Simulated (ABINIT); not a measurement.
**Quasiparticle gap of Y2CrH6 (Fm-3m) in ABINIT**

Wanted: ground state, empty states, screening and self-energy for Y2CrH6 (Fm-3m).

Program: ABINIT 10.8.3. Level of theory: PBEsol and many-body steps on it, plane waves. Results are calculated unless marked as measured.

## (1) Starting point

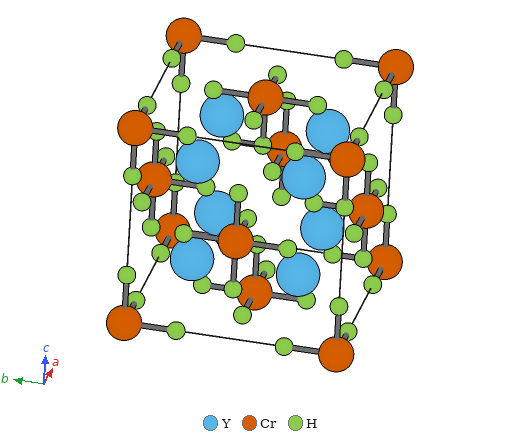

Start, viewed from a free direction; yttrium blue, chromium orange, hydrogen green. This picture shows the conventional cell, with its axes. Some periodic images of atoms are drawn too.

The cell and positions are those that the Materials Project relaxed with its own functionals (PBE, PBE+U or r2SCAN), kept fixed.

## (2) Ground state

This step: ABINIT 10.8.3; DFT, PBEsol with spin-orbit coupling, plane waves, norm-conserving pseudopotentials.

The ground-state density comes first.

Input file run.abi:

```
acell 3*1.0 Angstrom
rprim 
  0.000000000000 3.499313000000 3.499313000000
  3.499313000000 0.000000000000 3.499313000000
  3.499313000000 3.499313000000 -0.000000000000
ntypat 3
znucl 39 24 1
natom 9
typat 1 1 2 3 3 3 3 3 3
xred 
  0.750000000000 0.750000000000 0.750000000000
  0.250000000000 0.250000000000 0.250000000000
  0.000000000000 0.000000000000 0.000000000000
  0.754389000000 0.754389000000 0.245611000000
  0.245611000000 0.754389000000 0.245611000000
  0.754389000000 0.245611000000 0.245611000000
  0.245611000000 0.245611000000 0.754389000000
  0.754389000000 0.245611000000 0.754389000000
  0.245611000000 0.754389000000 0.754389000000
pp_dirpath "pseudos"
pseudos "Y.upf, Cr.upf, H.upf"
ecut 43
nspinor 2
ngkpt 4 4 4
nshiftk 1
shiftk 0 0 0
kptopt 1
chksymbreak 0
nband 58
occopt 1
tolvrs 1e-10
nstep 60
prtwf 0
optforces 0
optstress 0
indata_prefix "in"
outdata_prefix "out"
tmpdata_prefix "tmp"
```

Command:

```sh
$ OMP_NUM_THREADS=1 mpirun -n 4 abinit run.abi > log
```

Numbers of over 12 decimals in the logs are rounded to 6 here.

The program printed:

```text
.Version 10.8.3 of ABINIT. v10.8.2 released Aug 2026.

 Symmetries : space group Fm -3 m (#225); Bravais cF (face-center cubic)
================================================================================
 Values of the parameters that define the memory need of the present run
     intxc =       0    ionmov =       0      iscf =       7    lmnmax =      16
     lnmax =      16     mgfft =      60  mpssoang =       5    mqgrid =    3001
     natom =       9  nloc_mem =       1    nspden =       1   nspinor =       2
    nsppol =       1      nsym =      48    n1xccc =    2501    ntypat =       3
    occopt =       1   xclevel =       2
-    mband =          58        mffmem =           1         mkmem =           2
       mpw =        7848          nfft =      216000          nkpt =           8
================================================================================
  Rough estimation (10% accuracy) of disk space for files :
================================================================================

--------------------------------------------------------------------------------
------------- Echo of variables that govern the present computation ------------
--------------------------------------------------------------------------------
 -outvars: echo values of preprocessed input variables --------
            acell      1.8897261259E+00  1.8897261259E+00  1.8897261259E+00 Bohr

      chksymbreak           0
             ecut      4.30000000E+01 Hartree
-          fftalg         312

              ixc     -116133
              kpt      0.00000000E+00  0.00000000E+00  0.00000000E+00
                       2.50000000E-01  0.00000000E+00  0.00000000E+00
                       5.00000000E-01  0.00000000E+00  0.00000000E+00
                       2.50000000E-01  2.50000000E-01  0.00000000E+00
                       5.00000000E-01  2.50000000E-01  0.00000000E+00
                      -2.50000000E-01  2.50000000E-01  0.00000000E+00
                       5.00000000E-01  5.00000000E-01  0.00000000E+00
                      -2.50000000E-01  5.00000000E-01  2.50000000E-01
         kptrlatt        4    0    0      0    4    0      0    0    4
          kptrlen      3.74073245E+01
P           mkmem           2
            natom           9
            nband          58
            ngfft          60      60      60
             nkpt           8
          nspinor           2
            nstep          60
             nsym          48
           ntypat           3
              occ      1.000000  1.000000  1.000000  1.000000  1.000000  1.000000
                       1.000000  1.000000  1.000000  1.000000  1.000000  1.000000
                       1.000000  1.000000  1.000000  1.000000  1.000000  1.000000
                       1.000000  1.000000  1.000000  1.000000  1.000000  1.000000
                       1.000000  1.000000  1.000000  1.000000  1.000000  1.000000
                       1.000000  1.000000  1.000000  1.000000  1.000000  1.000000
                       1.000000  1.000000  1.000000  1.000000  1.000000  1.000000
                       0.000000  0.000000  0.000000  0.000000  0.000000  0.000000
                       0.000000  0.000000  0.000000  0.000000  0.000000  0.000000
                       0.000000  0.000000  0.000000  0.000000
        optforces           0
        optstress           0
            prtwf           0
            rprim      0.0000000000E+00  3.4993130000E+00  3.4993130000E+00
                       3.4993130000E+00  0.0000000000E+00  3.4993130000E+00
                       3.4993130000E+00  3.4993130000E+00 -0.0000000000E+00
          spgroup         225

           tolvrs      1.00000000E-10

             xred      7.5000000000E-01  7.5000000000E-01  7.5000000000E-01
                       2.5000000000E-01  2.5000000000E-01  2.5000000000E-01
[...]
znucl       39.00000   24.00000    1.00000

================================================================================

 chkinp: Checking input parameters for consistency.

================================================================================
== DATASET  1 ==================================================================
-   mpi_nproc: 4, omp_nthreads: 1 (-1 if OMP is not activated)

--- !DatasetInfo
iteration_state: {dtset: 1, }
dimensions: {natom: 9, nkpt: 8, mband: 58, nsppol: 1, nspinor: 2, nspden: 1, mpw: 7848, }
cutoff_energies: {ecut:  43.0, pawecutdg:  -1.0, }
electrons: {nelect:   4.20000000E+01, charge:   0.00000000E+00, occopt:   1.00000000E+00, tsmear:   1.00000000E-02, }

 Real(R)+Recip(G) space primitive vectors, cartesian coordinates (Bohr,Bohr^-1):
 R(1)=  0.0000000  6.6127432  6.6127432  G(1)= -0.0756116  0.0756116  0.0756116
 R(2)=  6.6127432  0.0000000  6.6127432  G(2)=  0.0756116 -0.0756116  0.0756116
 R(3)=  6.6127432  6.6127432  0.0000000  G(3)=  0.0756116  0.0756116 -0.0756116
 Unit cell volume ucvol=  5.7832900E+02 bohr^3
 Angles (23,13,12)=  6.00000000E+01  6.00000000E+01  6.00000000E+01 degrees

 getcut: wavevector=  0.0000  0.0000  0.0000  ngfft=  60  60  60
         ecut(hartree)=     43.000   => boxcut(ratio)=   2.17348

--- Pseudopotential description ------------------------------------------------
- Y Generated using ONCVPSP code by D. R. Hamann
- 39.00000  11.00000  180509                  znucl, zion, pspdat
[...]
spin-orbit psp
        nprojso     2     0     0
  pspatm : epsatm=    0.35588979
         --- l  ekb(1:nproj) -->
[...]
spin-orbit 1    0.000425   -0.000168
 pspatm: atomic psp has been read  and splines computed

   2.37327777E+03                                ecore*ucvol(ha*bohr**3)
--------------------------------------------------------------------------------

_setup2: Arith. and geom. avg. npw (full set) are    7786.234    7786.217

================================================================================

--- !BeginCycle
iteration_state: {dtset: 1, }
solver: {iscf: 7, nstep: 60, nline: 4, wfoptalg: 0, }
tolerances: {tolvrs: 1.00E-10, }

     iter   Etot(hartree)      deltaE(h)  residm     vres2
 ETOT  1  -172.62579309600    -1.726E+02 8.062E-02 9.037E+03
 ETOT  2  -160.88989874238     1.174E+01 1.232E-01 1.209E+05
 ETOT  3  -173.02149952612    -1.213E+01 5.829E-02 1.094E+04
 ETOT  4  -173.12590974692    -1.044E-01 2.930E-02 1.033E+04
 ETOT  5  -174.02957090259    -9.037E-01 1.156E-02 3.580E+02
 ETOT  6  -173.52219274640     5.074E-01 1.291E-02 5.057E+03
 ETOT  7  -173.96480634775    -4.426E-01 2.869E-03 9.651E+02
 ETOT  8  -174.02438879455    -5.958E-02 2.120E-03 4.825E+02
 ETOT  9  -174.06661309782    -4.222E-02 1.981E-03 1.567E+02
 ETOT 10  -174.08236620320    -1.575E-02 2.123E-03 3.985E+01
[...]
ETOT 14  -174.08682090938    -6.244E-07 9.119E-03 2.243E-06
 ETOT 15  -174.08682091025    -8.639E-10 3.797E-04 6.619E-06
 ETOT 16  -174.08682091140    -1.154E-09 4.405E-04 4.038E-07
 ETOT 17  -174.08682091145    -5.267E-11 7.510E-05 1.256E-09
 ETOT 18  -174.08682091147    -1.378E-11 1.493E-04 4.565E-11

 At SCF step   18       vres2   =  4.57E-11 < tolvrs=  1.00E-10 =>converged.

--- !ResultsGS
iteration_state: {dtset: 1, }
comment   : Summary of ground state results
lattice_vectors:
- [  0.0000000,   6.6127432,   6.6127432, ]
- [  6.6127432,   0.0000000,   6.6127432, ]
- [  6.6127432,   6.6127432,  -0.0000000, ]
lattice_lengths: [   9.35183,    9.35183,    9.35183, ]
lattice_angles: [ 60.000,  60.000,  60.000, ] # degrees, (23, 13, 12)
lattice_volume:   5.7832900E+02
convergence: {deltae: -1.378E-11, res2:  4.565E-11, residm:  1.493E-04, diffor:  0.000E+00, }
etotal    :  -1.74086821E+02
entropy   :   0.00000000E+00
fermie    :   2.84110859E-01
cartesian_stress_tensor: null
pressure_GPa: null
xred      :
- [  7.5000E-01,   7.5000E-01,   7.5000E-01,  Y]
- [  2.5000E-01,   2.5000E-01,   2.5000E-01,  Y]
- [  0.0000E+00,   0.0000E+00,   0.0000E+00, Cr]
- [  7.5439E-01,   7.5439E-01,   2.4561E-01,  H]
- [  2.4561E-01,   7.5439E-01,   2.4561E-01,  H]
- [  7.5439E-01,   2.4561E-01,   2.4561E-01,  H]
- [  2.4561E-01,   2.4561E-01,   7.5439E-01,  H]
- [  7.5439E-01,   2.4561E-01,   7.5439E-01,  H]
- [  2.4561E-01,   7.5439E-01,   7.5439E-01,  H]
cartesian_forces: null
force_length_stats: {min: null, max: null, mean: null, }

 Integrated electronic density in atomic spheres:
 ------------------------------------------------
 Atom  Sphere_radius  Integrated_density
[...]
================================================================================

 ----iterations are completed or convergence reached----

 Mean square residual over all n,k,spin=   70.056E-08; max=  14.935E-05
 reduced coordinates (array xred) for    9 atoms
[...]
0.245611000000      0.754389000000      0.245611000000
       0.754389000000      0.245611000000      0.245611000000
       0.245611000000      0.245611000000      0.754389000000
       0.754389000000      0.245611000000      0.754389000000
       0.245611000000      0.754389000000      0.754389000000
 rms dE/dt=  0.0000E+00; max dE/dt=  0.0000E+00; dE/dt below (all hartree)
    1       0.000000000000      0.000000000000      0.000000000000
    2       0.000000000000      0.000000000000      0.000000000000
    3       0.000000000000      0.000000000000      0.000000000000
    4       0.000000000000      0.000000000000      0.000000000000
    5       0.000000000000      0.000000000000      0.000000000000
    6       0.000000000000      0.000000000000      0.000000000000
[...]
cartesian coordinates (angstrom) at end:
[...]
5      3.499313     1.718940     3.499313
    6      1.718940     3.499313     3.499313
    7      3.499313     3.499313     1.718940
    8      3.499313     5.279686     3.499313
    9      5.279686     3.499313     3.499313
 length scales=  1.889726125908  1.889726125908  1.889726125908 bohr
              =  1.000000000000  1.000000000000  1.000000000000 angstroms
 prteigrs : about to open file out_EIG
 Fermi (or HOMO) energy (hartree) =   0.28411   Average Vxc (hartree)=  -0.39944
 Eigenvalues (hartree) for nkpt=   8  k points:
 kpt#   1, nband= 58, wtk=  0.01563, kpt=  0.0000  0.0000  0.0000 (reduced coord)
  -2.29529   -2.29529   -1.27456   -1.27456   -1.27138   -1.27138   -1.26791   -1.26791
  -1.23693   -1.23693   -1.23693   -1.23693   -0.57838   -0.57838   -0.56818   -0.56818
  -0.52658   -0.52658   -0.52658   -0.52658   -0.51446   -0.51446   -0.51446   -0.51446
  -0.03465   -0.03465    0.11295    0.11295    0.11380    0.11380    0.11380    0.11380
   0.12143    0.12143    0.12143    0.12143    0.28245    0.28245    0.28411    0.28411
   0.28411    0.28411    0.35581    0.35581    0.35581    0.35581    0.41947    0.41947
   0.45801    0.45801    0.45801    0.45801    0.45840    0.45840    0.51218    0.51263
   0.51949    0.51950
 prteigrs : prtvol=0 or 1, do not print more k-points.

--- !EnergyTerms
iteration_state     : {dtset: 1, }
comment             : Components of total free energy in Hartree
kinetic             :  6.48791389045668E+01
hartree             :  4.41899747151628E+01
xc                  : -3.10762453661302E+01
Ewald energy        : -1.12451040550740E+02
psp_core            :  4.10368108790243E+00
local_psp           : -1.45177919055319E+02
non_local_psp       :  1.44558935308799E+00
total_energy        : -1.74086820911469E+02
total_energy_eV     : -4.73714372415689E+03
band_energy         : -2.07351894557657E+01

== END DATASET(S) ==============================================================
================================================================================

 -outvars: echo values of variables after computation  --------
           etotal     -1.7408682091E+02
            nband          58
             nkpt           8
          spgroup         225
 [... the other variables as echoed above ...]

 Calculation completed.
```

Wall time 6.3 min (4 MPI ranks of Arm Neoverse N1, shared host); peak memory 0.63 GiB; 25 min of CPU time.

This step gave:

- total energy: -4737.1437 eV
- gap: 0.2522 eV
- k of the valence top: 0, 0, 0
- k of the conduction bottom: 0.5, 0.5, 0
- least direct gap: 0.4705 eV

The gap is indirect, with the least direct gap 0.22 eV higher.

(Part 1 of 3 ends here.)

[Paths, hosts, dates, memory and timing lines, banners, echoed tables and standing remarks are left out of the program output.]

[Logs are printed without paths, hosts, clocks, repeated set-up lines and the standing remarks that a program may print on its own settings, such as how far it seeks lower states.]

[Runs of the session that timed out or met a known fault of the program may be left out.]

[Hosts, paths, dates, database ids (printed as entryN), source tags and the programs' standing remarks are cut or masked in the printed files.]

[G0W0 gaps are taken among the corrected bands and points alone; a level outside them can change the order at an edge.]

[Where Ansatz stands beside ABINIT at settings called matched, ABINIT's density can come from a denser mesh and the files from another edition; pairs whose starting gaps differed by over 0.03 eV were left out, so agreement reads better than it is.]
